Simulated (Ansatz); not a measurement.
# How fast states decay through Na2AgBiF6, part 2 of 3

Wanted: the relaxed cell of Na2AgBiF6, its band edges and its decay constants. It is built by putting Na for Cs in the Cs2AgBiF6 structure of space group Fm-3m, with the volume rescaled by atomic radii. The parent structure comes from the Materials Project.

Ansatz 0.2.0; PBE DFT, plane waves, PAW files (the session's first sound run).

So far. Step 2 (Relaxing the new crystal): The largest force component on a free atom ends at 4.5e-4 eV/Å.

The structure was built from a prototype and need not be the compound's stable phase.

## 3. Band edges

The energy window and the wavevectors of the next steps follow from the band edges, so these are searched first, off the mesh as well.

Input file input.yaml:

```yaml
crystal:
  lattice:
    - [0.0, 4.6458747401, 4.6458747401]
    - [4.6458747401, 0.0, 4.6458747401]
    - [4.6458747401, 4.6458747401, 0.0]
  atoms:
    - { symbol: Na, position: [0.75, 0.75, 0.75] }
    - { symbol: Na, position: [0.25, 0.25, 0.25] }
    - { symbol: Ag, position: [0.5, 0.5, 0.5] }
    - { symbol: Bi, position: [0.0, 0.0, 0.0] }
    - { symbol: F, position: [0.7575889249, 0.2424110751, 0.2424110751] }
    - { symbol: F, position: [0.2424110751, 0.2424110751, 0.7575889249] }
    - { symbol: F, position: [0.2424110751, 0.7575889249, 0.7575889249] }
    - { symbol: F, position: [0.2424110751, 0.7575889249, 0.2424110751] }
    - { symbol: F, position: [0.7575889249, 0.2424110751, 0.7575889249] }
    - { symbol: F, position: [0.7575889249, 0.7575889249, 0.2424110751] }
kpoints:
  mp_grid: { grid: [6, 6, 6] }
  band_path: { path: [VBM, CBM], npoints: 30 }
scf:
  occupations: { method: fixed }
hamiltonian:
  xc: pbe
output:
  eigenvalues: true
  write_potential: true
  write_density: true
  volumetric_format: npy
```

Run with:

```console
$ ansatz run input.yaml --threads 2 --pin off --max-ram 4096MiB --backend cpu --events-out ev --progress --plain --runs-dir out
```

Numbers of over 12 decimals in the logs are rounded to 6 here.

Output:

```text
[...]
Crystal: 10 atoms, lattice volume = 200.555 Å³
Basis set: ecut = 420 eV, 3839 PW (Γ)
Bands: 57, of which v1, the nominal top of the filled ones, is band 47 counted from 1 (46 counted from 0)
Symmetry: 48 space group operations
[...]
k-points: 16 of 216
[...]
SCF iter   1: F=—  HF=-27813.855606 eV  |F-HF|=—  |Δ(HF+E_count)|=         —  Δρ=2.15e-3  dr2=1.82e-2  ethr=1.77e-3  ⟨swp⟩=5.0  Hψ=2879  notcnv=0  defer=118
[...]
SCF iter   7: F=-27813.853431 eV  HF=-27813.853431 eV  |F-HF|=3.69e-8  |Δ(HF+E_count)|=   3.45e-7  Δρ=5.73e-6  dr2=7.12e-8  ethr=1.06e-10  ⟨swp⟩=9.8  Hψ=3804  notcnv=0
SCF 1 converged in 7 iterations: F = -27813.853431 eV  dr2 = 7.12e-8
[...]
NSCF: frozen V_eff on 16 k-points
[...]
SCF converged after 7 iterations
Free energy (F): -27813.853431 eV
[...]
Internal energy: -27813.853431 eV  (E = F + TS)
E sigma→0 (E₀):  -27813.853431 eV
Fermi energy:    3.832555 eV
[...]
--- Band table (eV; the first three rows and the last of 16) ---
  k-point 0: bands = [... 43 lower, 2.3996, 2.3996, 3.2749, 3.2749, 5.8093, 7.6999, 7.6999, 7.6999, ... 6 higher]
  k-point 1: bands = [... 43 lower, 2.4059, 2.4059, 3.1958, 3.1958, 5.8284, 7.5925, 7.8137, 7.8137, ... 6 higher]
  k-point 2: bands = [... 43 lower, 2.4165, 2.4165, 3.0454, 3.0454, 5.8276, 7.3044, 8.0395, 8.0395, ... 6 higher]
  k-point 15: bands = [... 43 lower, 2.4409, 2.4591, 3.1284, 3.7544, 6.7404, 6.9553, 7.1254, 8.5924, ... 6 higher]
```

The job ended after 16 s (2 threads of Intel Xeon Platinum 8488C (Sapphire Rapids), shared host; peak memory 0.6 GiB; 31 s of CPU time).

This step gave:

```
free energy         : -27813.8534 eV
Fermi energy        : 3.833 eV
gap on the k-mesh   : 1.967 eV
gap on path         : 1.967 eV, by band count; negative where bands overlap
direct gap on path  : 2.716 eV
edge places on path : 0, 0.5856 1/A along the path
```

Electronic bands along the path, in eV, zero at the Fermi level (highest filled level under fixed occupations); v1 is the highest filled band, c1 the lowest empty one:

| point | v4 | v3 | v2 | v1 | c1 | c2 | c3 | c4 |
| --- | --- | --- | --- | --- | --- | --- | --- | --- |
| VBM | -1.37 | -1.37 | -0.56 | 0.00 | 2.77 | 3.70 | 3.70 | 3.80 |
| CBM | -1.41 | -1.41 | -0.86 | -0.86 | 1.97 | 3.34 | 4.32 | 4.32 |

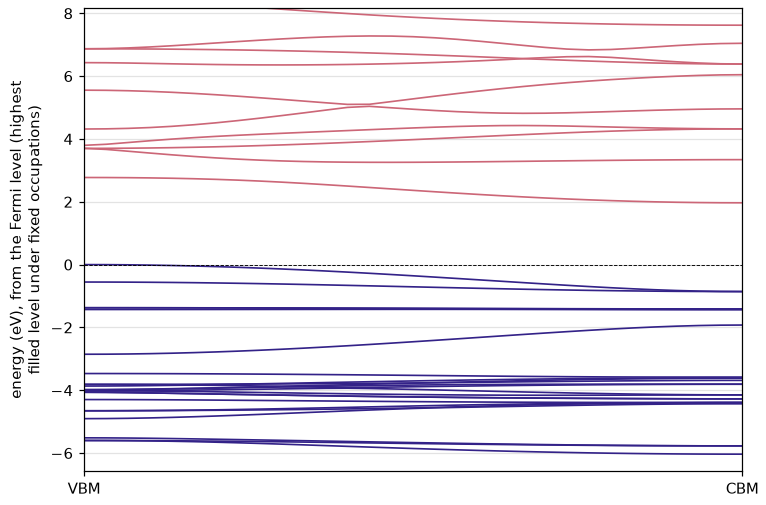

Electronic bands along the path; lines of filled and empty bands in two colours.

The searched edges give 1.97 eV, as on the mesh.

## 4. Complex bands, plane (111), k-mesh 4×4×4

This step: PBE DFT, plane waves, PAW files; complex bands by layer matching along the plane's normal (Ansatz 0.2.0).

The same crystal is laid in a cell whose first two vectors span the (111) plane (indices of the standard conventional cell, whose axes can be ordered otherwise than in the bulk input). At fixed energy and wavevector in the plane the solver finds all kz, real and complex. A few wavevectors are listed, (0, 0) and (-0.5, 0) in units of the plane's reciprocal vectors; the slowest state needn't be among them.

Input file input.yaml:

```yaml
crystal:
  lattice:
    - [6.570259067, 0.0, 0.0]
    - [3.285129533, 5.690011261, 0.0]
    - [3.285129533, 1.89667042, 5.364594064]
  atoms:
    - { symbol: Na, position: [0.25, 0.25, 0.25] }
    - { symbol: Na, position: [0.75, 0.75, 0.75] }
    - { symbol: Ag, position: [0.5, 0.5, 0.5] }
    - { symbol: Bi, position: [0.0, 0.0, 0.0] }
    - { symbol: F, position: [0.7575889249, 0.7575889249, 0.2424110751] }
    - { symbol: F, position: [0.7575889249, 0.2424110751, 0.2424110751] }
    - { symbol: F, position: [0.2424110751, 0.2424110751, 0.7575889249] }
    - { symbol: F, position: [0.2424110751, 0.7575889249, 0.2424110751] }
    - { symbol: F, position: [0.7575889249, 0.2424110751, 0.7575889249] }
    - { symbol: F, position: [0.2424110751, 0.7575889249, 0.7575889249] }
kpoints:
  mp_grid: { grid: [4, 4, 4] }
scf:
  occupations: { method: fixed }
hamiltonian:
  xc: pbe
output:
  eigenvalues: true
  transmission:
    leads: [[0, 0]]
    kpoints: [[0.0, 0.0], [-0.5, 0.0]]
    e_range: [-1.0, 2.97]
    de: 0.1
```

Output:

```text
[...]
Crystal: 10 atoms, lattice volume = 200.555 Å³
Basis set: ecut = 420 eV, 3839 PW (Γ)
Bands: 57, of which v1, the nominal top of the filled ones, is band 47 counted from 1 (46 counted from 0)
Symmetry: 48 space group operations
[...]
k-points: 8 of 64
[...]
SCF iter   1: F=—  HF=-27813.854921 eV  |F-HF|=—  |Δ(HF+E_count)|=         —  Δρ=2.15e-3  dr2=1.82e-2  ethr=1.77e-3  ⟨swp⟩=5.0  Hψ=1450  notcnv=0  defer=55
[...]
SCF iter   7: F=-27813.852721 eV  HF=-27813.852721 eV  |F-HF|=3.55e-8  |Δ(HF+E_count)|=   3.43e-7  Δρ=5.72e-6  dr2=7.04e-8  ethr=1.06e-10  ⟨swp⟩=9.2  Hψ=1874  notcnv=0
SCF 1 converged in 7 iterations: F = -27813.852721 eV  dr2 = 7.04e-8
[...]
transmission: 10 of 20 steps passed
transmission: 20 of 20 steps passed
SCF converged after 7 iterations
Free energy (F): -27813.852721 eV
[...]
Internal energy: -27813.852721 eV  (E = F + TS)
E sigma→0 (E₀):  -27813.852721 eV
Fermi energy:    3.832647 eV
[...]
--- Band table (eV; the first three rows and the last of 8) ---
  k-point 0: bands = [... 43 lower, 2.3997, 2.3997, 3.2750, 3.2750, 5.8093, 7.6999, 7.6999, 7.6999, ... 6 higher]
  k-point 1: bands = [... 43 lower, 2.4117, 2.4117, 3.1195, 3.1195, 5.8357, 7.4488, 7.9266, 7.9266, ... 6 higher]
  k-point 2: bands = [... 43 lower, 2.4206, 2.4206, 2.9741, 2.9741, 5.7994, 7.1739, 8.1536, 8.1536, ... 6 higher]
  k-point 7: bands = [... 43 lower, 2.4254, 2.4592, 3.0613, 3.7343, 6.8754, 6.9050, 6.9050, 9.0003, ... 6 higher]
--- Transmission ---
  basis      : 313 plane waves across, 10 finite elements along
  points     : 2, as listed
  energies   : 40 from -1.000000 to 2.900000 eV about the Fermi level, 0.100000 eV apart; the leads are filled to 0.983377 eV, and channels, transmission and decay are at 1.000000 eV
  crystal 0  : Na2F6Bi1Ag1, at the sites [0, 0], period 5.3646 Å: whole cells are its period
    offset         : up to 0.0000 Å between an atom of the period and one for which it stands
    channels       : 0.000000e0 a spin
    conductance    : none, the energies end too early or step too widely for 300 K: set another output.transmission.e_range or a lower de, or, where they end at an eighth of basis.ecutwfc, a higher one
    slowest decay  : 0.3865 /Å at (-0.5000, 0.0000)
```

Wall time 73 s (2 threads); peak memory 1.2 GiB.

This step gave:

```
free energy                                               : -27813.8527 eV
level to which the leads are filled                       : 0.9834 eV from the Fermi level
decay constant at the filling level, zone centre          : 0.3914 Å⁻¹
decay constant at the filling level, slowest listed point : 0.3865 Å⁻¹
```

K parallel (0, 0); values up to 1.5 1/Å, a degenerate pair printed once or twice; energies at which all values exceed this have no row. Table of Im kz of the slowest decaying states by energy, zero at the highest filled level on the SCF mesh:

| energy (eV) | decay 1 (Å⁻¹) | decay 2 (Å⁻¹) | decay 3 (Å⁻¹) | decay 4 (Å⁻¹) |
| --- | --- | --- | --- | --- |
| -1.000 | 0.251 | 0.349 | 0.765 | 0.798 |
| -0.500 | 0.153 | 0.392 | 0.715 | 0.907 |
| 0.000 | 0.385 | 0.411 | 0.674 | 0.881 |
| 0.500 | 0.412 | 0.459 | 0.626 | 0.850 |
| 1.000 | 0.391 | 0.490 | 0.562 | 0.814 |
| 1.500 | 0.339 | 0.464 | 0.499 | 0.770 |
| 2.000 | 0.488 | 0.716 | 1.23 | 1.30 |
| 2.500 | 0.370 | 0.459 | 0.644 | 1.19 |

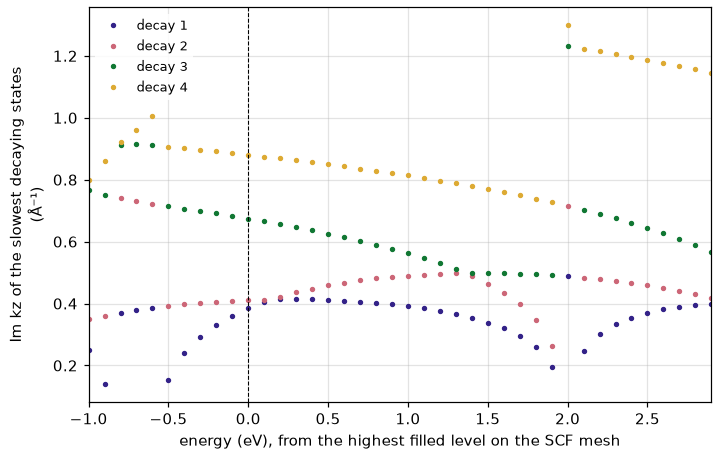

Im kz of the slowest decaying states, plotted against energy.

K parallel (-0.5, 0); values up to 1.5 1/Å, a degenerate pair printed once or twice; energies at which all values exceed this have no row. Im kz of the slowest decaying states against energy, zero at the highest filled level on the SCF mesh:

| energy (eV) | decay 1 (Å⁻¹) | decay 2 (Å⁻¹) | decay 3 (Å⁻¹) | decay 4 (Å⁻¹) |
| --- | --- | --- | --- | --- |
| -1.0000 | 0.109 | 0.241 | 0.668 | 0.802 |
| -0.8000 | 0.601 | 0.927 | 0.929 | 0.952 |
| -0.5000 | 0.154 | 0.562 | 0.935 | 1.04 |
| -0.3000 | 0.302 | 0.543 | 0.933 | 1.11 |
| 0.0000 | 0.0103 | 0.402 | 0.515 | 0.927 |
| 0.2000 | 0.199 | 0.443 | 0.496 | 0.925 |
| 0.5000 | 0.299 | 0.463 | 0.485 | 0.922 |
| 0.7000 | 0.342 | 0.438 | 0.503 | 0.921 |
| 1.0000 | 0.387 | 0.393 | 0.521 | 0.918 |
| 1.2000 | 0.356 | 0.407 | 0.527 | 0.859 |
| 1.5000 | 0.286 | 0.424 | 0.528 | 0.806 |
| 1.7000 | 0.220 | 0.429 | 0.524 | 0.780 |
| 2.0000 | 0.423 | 0.510 | 0.747 | 0.902 |
| 2.2000 | 0.409 | 0.496 | 0.731 | 0.883 |
| 2.5000 | 0.367 | 0.466 | 0.723 | 0.846 |
| 2.7000 | 0.309 | 0.438 | 0.743 | 0.809 |

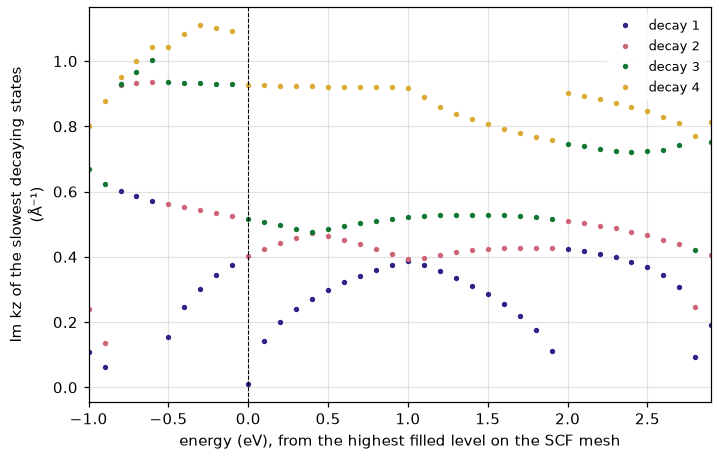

Im kz of the slowest decaying states, plotted against energy.

At the listed wavevectors the last open channel is at -0.10 eV and the next at +2.00 eV on the grid. At +1.00 eV, the grid energy nearest the filling level (the middle of the gap on the SCF mesh), the slowest state at the listed wavevectors decays with κ = 0.387 Å⁻¹, its amplitude falling by e over 2.6 Å. Through 1 nm of this crystal that state's transmission falls by exp(−2 × 0.387 Å⁻¹ × 10 Å) = 4.4e-4.

## 5. Decaying states in the gap, plane (001), k-mesh 6×6×6

The same for the (001) plane, at (0, 0) and (-0.5, 0), to see how the decay depends on direction.

input.yaml, the sections that differ from step 4:

```yaml
crystal:
  lattice:
    - [6.570259067, 0.0, 0.0]
    - [0.0, 6.570259067, 0.0]
    - [3.285129533, 3.285129533, 4.64587474]
  atoms:
    - { symbol: Na, position: [0.75, 0.25, 0.5] }
    - { symbol: Na, position: [0.25, 0.75, 0.5] }
    - { symbol: Ag, position: [0.5, 0.5, 0.0] }
    - { symbol: Bi, position: [0.0, 0.0, 0.0] }
    - { symbol: F, position: [0.2424110751, 0.7575889249, 0.0] }
    - { symbol: F, position: [0.7575889249, 0.7575889249, 0.4848221502] }
    - { symbol: F, position: [0.7575889249, 0.2424110751, 0.0] }
    - { symbol: F, position: [0.2424110751, 0.2424110751, 0.0] }
    - { symbol: F, position: [0.7575889249, 0.7575889249, 0.0] }
    - { symbol: F, position: [0.2424110751, 0.2424110751, 0.5151778498] }
kpoints:
  mp_grid: { grid: [6, 6, 6] }
# scf, hamiltonian, output: as in step 4
```

Output:

```text
[...]
Crystal: 10 atoms, lattice volume = 200.555 Å³
Basis set: ecut = 420 eV, 3839 PW (Γ)
Bands: 57, of which v1, the nominal top of the filled ones, is band 47 counted from 1 (46 counted from 0)
Symmetry: 48 space group operations
[...]
k-points: 16 of 216
[...]
SCF iter   1: F=—  HF=-27813.855682 eV  |F-HF|=—  |Δ(HF+E_count)|=         —  Δρ=2.15e-3  dr2=1.82e-2  ethr=1.77e-3  ⟨swp⟩=5.0  Hψ=2887  notcnv=0  defer=118
[...]
SCF iter   7: F=-27813.853435 eV  HF=-27813.853435 eV  |F-HF|=3.77e-8  |Δ(HF+E_count)|=   3.41e-7  Δρ=5.72e-6  dr2=7.14e-8  ethr=1.06e-10  ⟨swp⟩=9.9  Hψ=3868  notcnv=0
SCF 1 converged in 7 iterations: F = -27813.853435 eV  dr2 = 7.14e-8
[...]
transmission: 8 of 16 steps passed
transmission: 16 of 16 steps passed
SCF converged after 7 iterations
Free energy (F): -27813.853435 eV
[...]
Internal energy: -27813.853435 eV  (E = F + TS)
E sigma→0 (E₀):  -27813.853435 eV
Fermi energy:    3.832550 eV
[...]
--- Band table (eV; the first three rows and the last of 16) ---
  k-point 0: bands = [... 43 lower, 2.3996, 2.3996, 3.2749, 3.2749, 5.8092, 7.6999, 7.6999, 7.6999, ... 6 higher]
  k-point 1: bands = [... 43 lower, 2.4100, 2.4100, 3.1375, 3.2755, 5.8747, 7.6576, 7.6576, 7.9889, ... 6 higher]
  k-point 2: bands = [... 43 lower, 2.4400, 2.4400, 3.2767, 3.4572, 6.1952, 7.5740, 7.5740, 8.1832, ... 6 higher]
  k-point 15: bands = [... 43 lower, 2.4250, 2.4497, 3.0413, 3.5779, 6.3321, 6.9781, 7.5128, 8.5515, ... 6 higher]
--- Transmission ---
  basis      : 373 plane waves across, 8 finite elements along
  points     : 2, as listed
[...]
crystal 0  : Ag1F6Bi1Na2, at the sites [0, 0], period 4.6459 Å: whole cells are its period
[...]
channels       : 0.000000e0 a spin
[...]
slowest decay  : 0.2950 /Å at (0.0000, 0.0000)
```

Wall time 92 s (2 threads); peak memory 1.3 GiB; 2.4 min of CPU time.

Numbers from this step:

| Quantity | Value |
| --- | --- |
| free energy | -27813.8534 eV |
| decay constant at the filling level, zone centre | 0.2950 Å⁻¹ |
| decay constant at the filling level, slowest listed point | 0.295 Å⁻¹ |

K parallel (0, 0); values up to 1.5 1/Å, a degenerate pair printed once or twice; energies at which all values exceed this have no row. Im kz of the slowest decaying states against energy, zero at the highest filled level on the SCF mesh:

| energy (eV) | decay 1 (Å⁻¹) | decay 2 (Å⁻¹) | decay 3 (Å⁻¹) | decay 4 (Å⁻¹) |
| --- | --- | --- | --- | --- |
| -1.000 | 0.156 | 0.572 | 0.608 | 0.684 |
| -0.500 | 0.107 | 0.641 | 0.669 | 0.700 |
| 0.000 | 0.00692 | 0.280 | 0.579 | 0.703 |
| 0.500 | 0.218 | 0.390 | 0.465 | 0.722 |
| 1.000 | 0.295 | 0.399 | 0.733 | 0.814 |
| 1.500 | 0.336 | 0.359 | 0.736 | 0.814 |
| 2.000 | 0.212 | 0.443 | 0.734 | 0.793 |
| 2.500 | 0.298 | 0.573 | 0.726 | 0.739 |

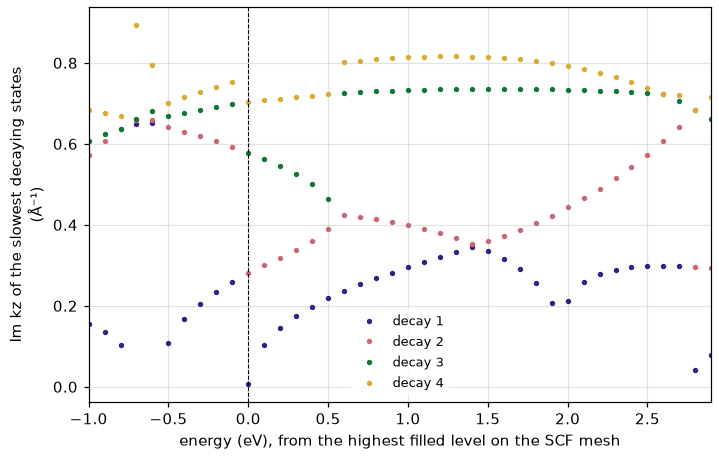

Im kz of the slowest decaying states against energy.

K parallel (-0.5, 0); values up to 1.5 1/Å, a degenerate pair printed once or twice; energies at which all values exceed this have no row. Im kz of the slowest decaying states against energy, zero at the highest filled level on the SCF mesh:

| energy (eV) | decay 1 (Å⁻¹) | decay 2 (Å⁻¹) | decay 3 (Å⁻¹) | decay 4 (Å⁻¹) |
| --- | --- | --- | --- | --- |
| -1.000 | 0.105 | 0.460 | 0.559 | 0.877 |
| -0.500 | 0.0203 | 0.631 | 0.850 | 0.973 |
| 0.000 | 0.271 | 0.636 | 0.805 | 0.827 |
| 0.500 | 0.420 | 0.542 | 0.805 | 0.818 |
| 1.000 | 0.474 | 0.811 | 0.818 | 0.943 |
| 1.500 | 0.321 | 0.555 | 0.812 | 0.819 |
| 2.000 | 0.597 | 0.807 | 0.817 | 0.889 |
| 2.500 | 0.167 | 0.602 | 0.793 | 0.807 |

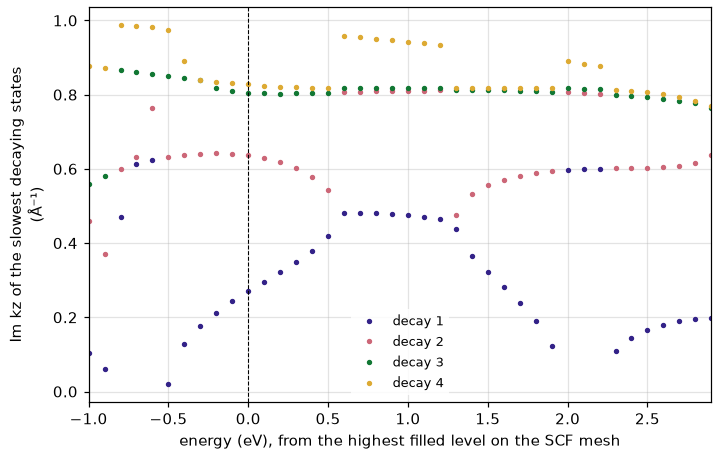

Im kz of the slowest decaying states, plotted against energy.

At the listed wavevectors the last open channel is at -0.10 eV and the next at +2.00 eV on the grid. At +1.00 eV, the grid energy nearest the filling level (the middle of the gap on the SCF mesh), the slowest state at the listed wavevectors decays with κ = 0.295 Å⁻¹, its amplitude falling by e over 3.4 Å; the first such run, plane (111), gave 0.387 Å⁻¹.

[end of part 2 of 3]

[Logs are printed without paths, hosts, clocks, repeated set-up lines and the standing remarks that a program may print on its own settings, such as how far it seeks lower states.]

[Hosts, paths, dates, database ids (printed as entryN), source tags and the programs' standing remarks are cut or masked in the printed files.]
